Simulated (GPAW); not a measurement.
# Core-hole calculation of the Ti K edge in TiO2 (Anatase, I4_1/amd), part 3 of 4

How does the Ti K edge of TiO2 (Anatase, I4_1/amd) move when the bonds are compressed or stretched?

GPAW 26.7.0; X-ray absorption from dipole matrix elements to empty bands, plane-wave PAW revPBE.

So far. Step 4 (Spectrum with FCH, Ti atom 1): The hole costs E(hole) − E(ground) = 4980.14 eV, and the lowest empty level of the hole cell on the spectrum's mesh lies at 5.01 eV, which puts the zero at 4985.15 eV. One term is added: -22.82 eV, since the hole is spin-paired here and a spin-polarised one costs that much less in the free atom (computed apart). The photon energy is then 4962.33 eV. The tabulated edge of the element is 4966 eV.

**7. Reference energy of the supercell**

Level of this step: plane-wave PAW DFT, revPBE, self-consistent field (GPAW).

The cell changes for the next run, so it gets a reference energy of its own.

The cell differs from the one that the last finished run ended in (a 5.242 → 5.298 Å, b 5.242 → 5.298 Å, c 5.347 → 5.403 Å).

scf.py reads:

```python
import numpy as np
from ase import Atoms
from ase.parallel import parprint, paropen
from gpaw import GPAW, PW, FermiDirac, Mixer, MixerDif, setup_paths
from gpaw.test import gen
setup_paths.insert(0, '.')
gen('Ti', name='nch1s', xcname='revPBE', corehole=(1, 0, 0), write_xml=True)
from gpaw.mpi import world
world.barrier()

atoms = Atoms('Ti4O8',
    cell=[[3.74597314, -3.74597314, 0],
     [3.74597314, 3.74597314, 0],
     [-1.87298657, 1.87298657, 4.70924318]],
    scaled_positions=[[0, 0.25, 0.5],
     [0.5, 0.75, 0.5],
     [0, 0, 0],
     [0.5, 0.5, 0],
     [0.7919, 0, 0.5838],
     [0.2919, 0.5, 0.5838],
     [0.7919, 0.25, 0.0838],
     [0.2919, 0.75, 0.0838],
     [0.2081, 0.25, 0.9162],
     [0.7081, 0.75, 0.9162],
     [0.2081, 0, 0.4162],
     [0.7081, 0.5, 0.4162]],
    pbc=True)
atoms.calc = calc = GPAW(legacy_gpaw=True, mode=PW(500, force_complex_dtype=True), xc='revPBE', setups={0: 'nch1s'},
    kpts={'size': (4, 3, 4), 'gamma': True}, occupations=FermiDirac(0.02),
    charge=0, mixer=Mixer(0.1, 5, 50), maxiter=150,
    convergence={'density': 0.0001, 'eigenstates': 1e-6}, txt='scf.txt')
energy = atoms.get_potential_energy() + calc.get_reference_energy()
ef = calc.get_fermi_level()
out = dict(energy=energy, fermi=ef, forces=atoms.get_forces().tolist())
parprint(f'all-electron energy {energy:.4f} eV, Fermi level {ef:.4f} eV')
ev = np.array([[calc.get_eigenvalues(k, s) for k in range(len(calc.get_ibz_k_points()))] for s in range(calc.get_number_of_spins())])
out['homo'], out['lumo'], out['counts'] = ev[ev < ef].max(), ev[ev > ef].min(), sorted(set((ev < ef).sum((0, 2)).tolist()))
out['filled'] = (ev[:, 0] < ef).sum(1).tolist()
import json
with paropen('out.json', 'w') as f:
    json.dump(out, f)
```

Command:

```bash
> OMP_NUM_THREADS=1 mpirun -n 4 gpaw python scf.py
```

Numbers of over 12 decimals in the logs are rounded to 6 here.

Output:

```text
Input parameters:
  convergence: {density: 0.0001,
                eigenstates: 1e-06}
  kpts: {gamma: True,
         size: (4, 3, 4)}
  maxiter: 150
  mixer: {backend: pulay,
          beta: 0.1,
          method: separate,
          nmaxold: 5,
          weight: 50}
  mode: {ecut: 500.0,
         force_complex_dtype: True,
         name: pw}
  occupations: {fixmagmom: False,
                name: fermi-dirac,
[...]
4s(2) :    -0.162691     0.992363
3p(6) :    -1.428688     0.433633
4p(0) :    -0.053464     0.982847
3d(2) :    -0.154679     0.587700
*d    :     0.845321
--------------------------------

Diagonalizing with gridspacing h=0.050

state   all-electron     PAW
-------------------------------
3s:      -2.303672    -2.303971
3p:      -1.428688    -1.429382
3d:      -0.154679    -0.155181
*f:                    0.060914
-------------------------------
all-electron energy -109346.0850 eV, Fermi level 5.1297 eV
[key lines of the parts left out:]
Converged after 26 iterations.
Dipole moment: (0.000002, 0.000002, -0.000000) |e|*Ang
Free energy:    -96.583761
Fermi level: 5.12972
```

Elapsed: 45 s, on 4 MPI ranks of Arm Neoverse V2, shared host; peak memory 0.27 GiB.

Reference energy: -109346.085 eV with the cores included.

**8. Spectrum with FCH, Ti atom 1**

Shorter bonds are expected to push antibonding states and scattering resonances up, and longer ones down; the cell is scaled to test that.

Changed against the first core-hole run: volume scale from 1 to 0.97.

xas.py reads:

```python
import numpy as np
from ase import Atoms
from ase.parallel import parprint, paropen
from gpaw import GPAW, PW, FermiDirac, Mixer, MixerDif, setup_paths
from gpaw.test import gen
setup_paths.insert(0, '.')
gen('Ti', name='fch1s', xcname='revPBE', corehole=(1, 0, 1), write_xml=True)
from gpaw.mpi import world
world.barrier()

atoms = Atoms('Ti4O8',
    cell=[[3.74597314, -3.74597314, 0],
     [3.74597314, 3.74597314, 0],
     [-1.87298657, 1.87298657, 4.70924318]],
    scaled_positions=[[0, 0.25, 0.5],
     [0.5, 0.75, 0.5],
     [0, 0, 0],
     [0.5, 0.5, 0],
     [0.7919, 0, 0.5838],
     [0.2919, 0.5, 0.5838],
     [0.7919, 0.25, 0.0838],
     [0.2919, 0.75, 0.0838],
     [0.2081, 0.25, 0.9162],
     [0.7081, 0.75, 0.9162],
     [0.2081, 0, 0.4162],
     [0.7081, 0.5, 0.4162]],
    pbc=True)
atoms.calc = calc = GPAW(legacy_gpaw=True, mode=PW(500, force_complex_dtype=True), xc='revPBE', setups={0: 'fch1s'},
    kpts={'size': (4, 3, 4), 'gamma': True}, occupations=FermiDirac(0.02),
    charge=0, mixer=Mixer(0.1, 5, 50), maxiter=150,
    convergence={'density': 0.0001, 'eigenstates': 1e-6}, txt='scf.txt')
energy = atoms.get_potential_energy() + calc.get_reference_energy()
ef = calc.get_fermi_level()
out = dict(energy=energy, fermi=ef, forces=atoms.get_forces().tolist())
parprint(f'all-electron energy {energy:.4f} eV, Fermi level {ef:.4f} eV')
ev = np.array([[calc.get_eigenvalues(k, s) for k in range(len(calc.get_ibz_k_points()))] for s in range(calc.get_number_of_spins())])
out['homo'], out['lumo'], out['counts'] = ev[ev < ef].max(), ev[ev > ef].min(), sorted(set((ev < ef).sum((0, 2)).tolist()))
out['filled'] = (ev[:, 0] < ef).sum(1).tolist()

from ase.units import Ha
from gpaw.xas import dipole_matrix_elements
nb = int(calc.get_number_of_electrons() / 2) + 102
top, nb = nb, nb + 8 + nb // 12
nscf = calc.fixed_density(kpts={'size': (5, 5, 5), 'gamma': True}, nbands=nb,
    convergence={'bands': top, 'eigenstates': 5e-3}, maxiter=60, txt='nscf.txt')
cell = atoms.cell.array
ops = [cell.T @ U.T @ np.linalg.inv(cell.T) for U in nscf.wfs.kd.symmetry.op_scc]
filled = [48]  # bands filled in the ground state, by spin
E = np.arange(-6, 34, 0.1)
fwhm = np.interp(E, [4, 25], [0.94, 3.5])
Y, X, zero, highest = 0, 0, 1e9, 1e9
for spin in range(nscf.get_number_of_spins()):
    wfs = nscf.wfs
    mine = wfs.bd.get_slice()  # this rank's bands
    A = dipole_matrix_elements(wfs.setups[0])
    eps = np.zeros((wfs.kd.nibzkpts, nb))
    d = np.zeros((3, A.shape[1], wfs.kd.nibzkpts, nb), complex)
    for kpt in wfs.kpt_u:
        if kpt.s == spin and 0 in kpt.P_ani:
            eps[kpt.k, mine] = kpt.eps_n * Ha
            d[:, :, kpt.k, mine] = (kpt.weight * wfs.nspins / 2) ** 0.5 * np.inner(A, kpt.P_ani[0])
    world.sum(eps)
    world.sum(d)
    T = np.einsum('amkn,bmkn->abkn', d, d.conj()).real
    T = sum(np.einsum('ai,ijkn,bj->abkn', R, T, R) for R in ops) / len(ops)
    empty = np.ones_like(eps, bool) & (np.arange(nb) >= filled[spin])
    zero, highest = min(zero, eps[empty].min()), min(highest, eps[:, top - 1].min())
    lines = [(eps, T, empty)] if spin == 0 else lines + [(eps, T, empty)]
for eps, T, empty in lines:
    f = np.einsum('aakn->akn', T).reshape(3, -1)
    x = eps.ravel() - zero
    w = np.interp(x, E, fwhm) / 2.35482
    g = np.exp(-0.5 * ((E[:, None] - x) / w) ** 2) / (w * (2 * np.pi) ** 0.5)
    Y = Y + (f * empty.ravel()) @ g.T
    X = X + (f * ~empty.ravel()) @ g.T
out.update(E=E.round(2).tolist(), xas=Y.tolist(), xes=X.tolist(), zero=zero, valid=highest - zero, nk=len(eps), nb=nb)
for i in range(0, len(E), 10):
    parprint(f'{E[i]:7.2f}', *(f'{v:10.3e}' for v in Y[:, i]))
import json
with paropen('out.json', 'w') as f:
    json.dump(out, f)
```

Command:

```bash
> OMP_NUM_THREADS=1 mpirun -n 4 gpaw python xas.py
```

Output:

```text
Input parameters:
  convergence: {density: 0.0001,
                eigenstates: 1e-06}
  kpts: {gamma: True,
         size: (4, 3, 4)}
  maxiter: 150
  mixer: {backend: pulay,
          beta: 0.1,
          method: separate,
          nmaxold: 5,
          weight: 50}
  mode: {ecut: 500.0,
         force_complex_dtype: True,
         name: pw}
  occupations: {fixmagmom: False,
                name: fermi-dirac,
[...]
*d    :     0.346222
--------------------------------

Diagonalizing with gridspacing h=0.050

state   all-electron     PAW
-------------------------------
3s:      -3.000876    -3.001156
3p:      -2.109989    -2.110637
3d:      -0.653778    -0.654373
*f:                   -0.031149
-------------------------------
all-electron energy -104366.4058 eV, Fermi level 4.8244 eV
[...]
32.00  5.630e-07  5.630e-07  5.074e-07
  33.00  5.767e-07  5.767e-07  5.631e-07
[key lines of the parts left out:]
Converged after 16 iterations.
Dipole moment: (-0.037304, -0.037304, -0.000000) |e|*Ang
Free energy:   -113.079627
Fermi level: 4.82443
```

Elapsed: 1.8 min, on 4 MPI ranks; peak memory 0.45 GiB; 7.1 min of CPU time.

```csv
E (eV),first run,this run
-2.0,0.00,0.00
-1.0,0.00,0.00
0.0,0.08,0.08
1.0,0.15,0.19
2.0,0.10,0.09
3.0,0.39,0.42
4.0,0.17,0.22
5.0,0.34,0.27
6.0,0.30,0.42
7.0,0.03,0.07
8.0,0.05,0.04
9.0,0.14,0.13
10.0,0.32,0.29
11.0,0.56,0.52
12.0,0.67,0.65
13.0,0.75,0.68
14.0,1.11,1.02
15.0,1.72,1.60
16.0,2.59,2.43
17.0,3.27,3.21
18.0,3.26,3.40
19.0,2.80,3.02
20.0,2.43,2.59
21.0,2.29,2.40
22.0,2.17,2.30
23.0,2.00,2.15
24.0,1.90,2.02
25.0,1.90,2.00
26.0,1.89,2.02
27.0,1.82,1.97
28.0,1.75,1.86
29.0,1.74,1.81
30.0,1.80,1.84
31.0,1.85,1.90
32.0,1.92,1.95
```

The scaled spectrum changes by 6 % r.m.s. The highest intensity below 24 eV goes from 17.5 eV (3.35) to 17.8 eV (3.41).

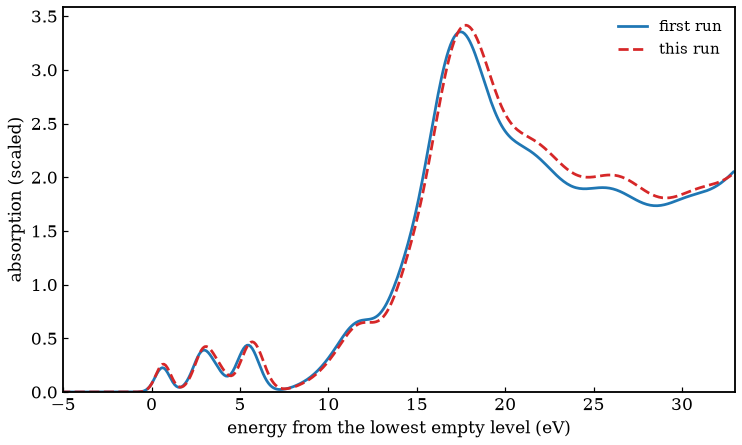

The effect of the change (volume scale from 1 to 0.97).

The photon energy of the zero moves by -0.11 eV.

**9. Reference energy of the supercell**

The cell changes for the next run, so it gets a reference energy of its own.

The cell differs from the one that the last finished run ended in (a 5.298 → 5.405 Å, b 5.298 → 5.405 Å, c 5.403 → 5.512 Å).

Edit scf.py of step 7 so:

```diff
@@ -11,5 +11,5 @@
 atoms = Atoms('Ti4O8',
-    cell=[[3.74597314, -3.74597314, 0],
-     [3.74597314, 3.74597314, 0],
-     [-1.87298657, 1.87298657, 4.70924318]],
+    cell=[[3.82166976, -3.82166976, 0],
+     [3.82166976, 3.82166976, 0],
+     [-1.91083488, 1.91083488, 4.80440504]],
     scaled_positions=[[0, 0.25, 0.5],
```

Command:

```bash
> OMP_NUM_THREADS=1 mpirun -n 4 gpaw python scf.py
```

Output:

```text
Input parameters:
  convergence: {density: 0.0001,
                eigenstates: 1e-06}
  kpts: {gamma: True,
         size: (4, 3, 4)}
  maxiter: 150
  mixer: {backend: pulay,
          beta: 0.1,
          method: separate,
          nmaxold: 5,
          weight: 50}
  mode: {ecut: 500.0,
         force_complex_dtype: True,
         name: pw}
  occupations: {fixmagmom: False,
                name: fermi-dirac,
[...]
4s(2) :    -0.162691     0.992363
3p(6) :    -1.428688     0.433633
4p(0) :    -0.053464     0.982847
3d(2) :    -0.154679     0.587700
*d    :     0.845321
--------------------------------

Diagonalizing with gridspacing h=0.050

state   all-electron     PAW
-------------------------------
3s:      -2.303672    -2.303971
3p:      -1.428688    -1.429382
3d:      -0.154679    -0.155181
*f:                    0.060914
-------------------------------
all-electron energy -109346.6480 eV, Fermi level 4.6059 eV
[key lines of the parts left out:]
Converged after 26 iterations.
Dipole moment: (-0.000017, -0.000017, -0.000000) |e|*Ang
Free energy:    -97.146785
Fermi level: 4.60593
```

The job ended after 47 s (4 MPI ranks; peak memory 0.27 GiB; 3.1 min of CPU time).

Reference energy: -109346.648 eV with the cores included.

**10. Spectrum with FCH, Ti atom 1**

Shorter bonds are expected to push antibonding states and scattering resonances up, and longer ones down; the cell is scaled to test that.

Changed against the first core-hole run: volume scale from 1 to 1.03.

Edit xas.py of step 8 so:

```diff
@@ -11,5 +11,5 @@
 atoms = Atoms('Ti4O8',
-    cell=[[3.74597314, -3.74597314, 0],
-     [3.74597314, 3.74597314, 0],
-     [-1.87298657, 1.87298657, 4.70924318]],
+    cell=[[3.82166976, -3.82166976, 0],
+     [3.82166976, 3.82166976, 0],
+     [-1.91083488, 1.91083488, 4.80440504]],
     scaled_positions=[[0, 0.25, 0.5],
@@ -41,3 +41,3 @@
 from gpaw.xas import dipole_matrix_elements
-nb = int(calc.get_number_of_electrons() / 2) + 102
+nb = int(calc.get_number_of_electrons() / 2) + 106
 top, nb = nb, nb + 8 + nb // 12
```

Command:

```bash
> OMP_NUM_THREADS=1 mpirun -n 4 gpaw python xas.py
```

Output:

```text
Input parameters:
  convergence: {density: 0.0001,
                eigenstates: 1e-06}
  kpts: {gamma: True,
         size: (4, 3, 4)}
  maxiter: 150
  mixer: {backend: pulay,
          beta: 0.1,
          method: separate,
          nmaxold: 5,
          weight: 50}
  mode: {ecut: 500.0,
         force_complex_dtype: True,
         name: pw}
  occupations: {fixmagmom: False,
                name: fermi-dirac,
[...]
*d    :     0.346222
--------------------------------

Diagonalizing with gridspacing h=0.050

state   all-electron     PAW
-------------------------------
3s:      -3.000876    -3.001156
3p:      -2.109989    -2.110637
3d:      -0.653778    -0.654373
*f:                   -0.031149
-------------------------------
all-electron energy -104366.0750 eV, Fermi level 4.2546 eV
[...]
32.00  6.013e-07  6.013e-07  5.743e-07
  33.00  6.258e-07  6.258e-07  6.477e-07
[key lines of the parts left out:]
Converged after 18 iterations.
Dipole moment: (-0.031370, -0.031370, -0.000000) |e|*Ang
Free energy:   -112.748737
Fermi level: 4.25458
```

Elapsed: 1.9 min, on 4 MPI ranks; peak memory 0.47 GiB.

```csv
E (eV),first run,this run
-2.0,0.00,0.00
-1.0,0.00,0.00
0.0,0.08,0.08
1.0,0.15,0.12
2.0,0.10,0.12
3.0,0.39,0.35
4.0,0.17,0.15
5.0,0.34,0.39
6.0,0.30,0.18
7.0,0.03,0.02
8.0,0.05,0.06
9.0,0.14,0.16
10.0,0.32,0.35
11.0,0.56,0.59
12.0,0.67,0.70
13.0,0.75,0.82
14.0,1.11,1.20
15.0,1.72,1.86
16.0,2.59,2.76
17.0,3.27,3.28
18.0,3.26,3.09
19.0,2.80,2.60
20.0,2.43,2.30
21.0,2.29,2.17
22.0,2.17,2.03
23.0,2.00,1.87
24.0,1.90,1.80
25.0,1.90,1.80
26.0,1.89,1.78
27.0,1.82,1.71
28.0,1.75,1.67
29.0,1.74,1.70
30.0,1.80,1.76
31.0,1.85,1.82
32.0,1.92,1.93
```

Against the first run the r.m.s. difference is 6 %. The highest intensity below 24 eV goes from 17.5 eV (3.35) to 17.2 eV (3.30).

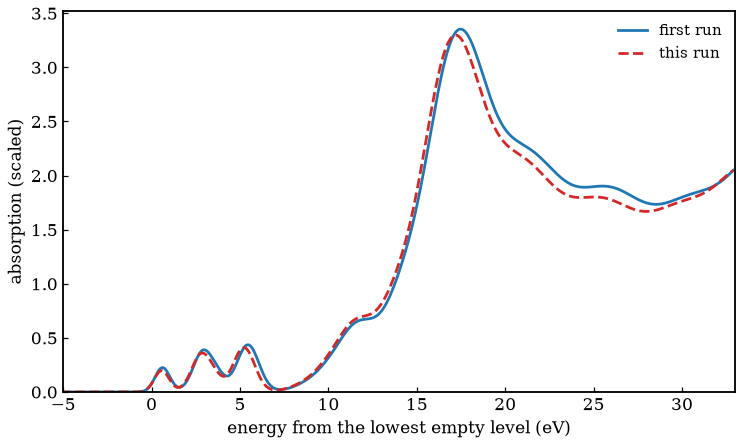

The effect of the change (volume scale from 1 to 1.03).

The photon energy of the zero moves by +0.10 eV.

**11. Supercell without a hole, the energy reference**

The cell changes for the next run, so it gets a reference energy of its own.

The cell differs from the one that the last finished run ended in (a 5.405 → 5.457 Å, b 5.405 → 5.457 Å, c 5.512 → 5.565 Å).

Edit scf.py of step 9 so:

```diff
@@ -11,5 +11,5 @@
 atoms = Atoms('Ti4O8',
-    cell=[[3.82166976, -3.82166976, 0],
-     [3.82166976, 3.82166976, 0],
-     [-1.91083488, 1.91083488, 4.80440504]],
+    cell=[[3.85841884, -3.85841884, 0],
+     [3.85841884, 3.85841884, 0],
+     [-1.92920942, 1.92920942, 4.85060408]],
     scaled_positions=[[0, 0.25, 0.5],
```

Command:

```bash
> OMP_NUM_THREADS=1 mpirun -n 4 gpaw python scf.py
```

Output:

```text
Input parameters:
  convergence: {density: 0.0001,
                eigenstates: 1e-06}
  kpts: {gamma: True,
         size: (4, 3, 4)}
  maxiter: 150
  mixer: {backend: pulay,
          beta: 0.1,
          method: separate,
          nmaxold: 5,
          weight: 50}
  mode: {ecut: 500.0,
         force_complex_dtype: True,
         name: pw}
  occupations: {fixmagmom: False,
                name: fermi-dirac,
[...]
4s(2) :    -0.162691     0.992363
3p(6) :    -1.428688     0.433633
4p(0) :    -0.053464     0.982847
3d(2) :    -0.154679     0.587700
*d    :     0.845321
--------------------------------

Diagonalizing with gridspacing h=0.050

state   all-electron     PAW
-------------------------------
3s:      -2.303672    -2.303971
3p:      -1.428688    -1.429382
3d:      -0.154679    -0.155181
*f:                    0.060914
-------------------------------
all-electron energy -109346.6668 eV, Fermi level 4.3557 eV
[key lines of the parts left out:]
Converged after 20 iterations.
Dipole moment: (-0.000020, -0.000020, -0.000000) |e|*Ang
Free energy:    -97.165564
Fermi level: 4.35570
```

Elapsed: 40 s, on 4 MPI ranks; peak memory 0.28 GiB; 2.7 min of CPU time.

Reference energy: -109346.667 eV with the cores included.

**12. Spectrum with FCH, Ti atom 1**

Shorter bonds are expected to push antibonding states and scattering resonances up, and longer ones down; the cell is scaled to test that.

Changed against the first core-hole run: volume scale from 1 to 1.06.

Edit xas.py of step 10 so:

```diff
@@ -11,5 +11,5 @@
 atoms = Atoms('Ti4O8',
-    cell=[[3.82166976, -3.82166976, 0],
-     [3.82166976, 3.82166976, 0],
-     [-1.91083488, 1.91083488, 4.80440504]],
+    cell=[[3.85841884, -3.85841884, 0],
+     [3.85841884, 3.85841884, 0],
+     [-1.92920942, 1.92920942, 4.85060408]],
     scaled_positions=[[0, 0.25, 0.5],
@@ -41,3 +41,3 @@
 from gpaw.xas import dipole_matrix_elements
-nb = int(calc.get_number_of_electrons() / 2) + 106
+nb = int(calc.get_number_of_electrons() / 2) + 109
 top, nb = nb, nb + 8 + nb // 12
```

Command:

```bash
> OMP_NUM_THREADS=1 mpirun -n 4 gpaw python xas.py
```

Output:

```text
Input parameters:
  convergence: {density: 0.0001,
                eigenstates: 1e-06}
  kpts: {gamma: True,
         size: (4, 3, 4)}
  maxiter: 150
  mixer: {backend: pulay,
          beta: 0.1,
          method: separate,
          nmaxold: 5,
          weight: 50}
  mode: {ecut: 500.0,
         force_complex_dtype: True,
         name: pw}
  occupations: {fixmagmom: False,
                name: fermi-dirac,
[...]
*d    :     0.346222
--------------------------------

Diagonalizing with gridspacing h=0.050

state   all-electron     PAW
-------------------------------
3s:      -3.000876    -3.001156
3p:      -2.109989    -2.110637
3d:      -0.653778    -0.654373
*f:                   -0.031149
-------------------------------
all-electron energy -104365.6885 eV, Fermi level 3.9480 eV
[...]
32.00  6.211e-07  6.211e-07  6.146e-07
  33.00  6.246e-07  6.246e-07  6.670e-07
[key lines of the parts left out:]
Converged after 19 iterations.
Dipole moment: (-0.028409, -0.028409, -0.000000) |e|*Ang
Free energy:   -112.362260
Fermi level: 3.94804
```

Run time: 2.2 min. Hardware: 4 MPI ranks; peak memory 0.49 GiB; 8.7 min of CPU time.

(Continued in part 4 of 4.)

[Banner, clock and machine lines of the logs are left out without a mark of their own.]

[Logs are printed without paths, hosts, clocks, repeated set-up lines and the standing remarks that a program may print on its own settings, such as how far it seeks lower states.]

[Hosts, paths, dates, database ids (printed as entryN), source tags and the programs' standing remarks are cut or masked in the printed files.]

[Lists of maxima count a maximum above −3 eV only where it reaches 4 % of the highest in the window and stands out from its surroundings by 2 % of it (1.5 % where it reaches 55 %); shoulders and weaker maxima are passed over, and of the rest the first, up to two pre-edge ones and the few strongest are named.]
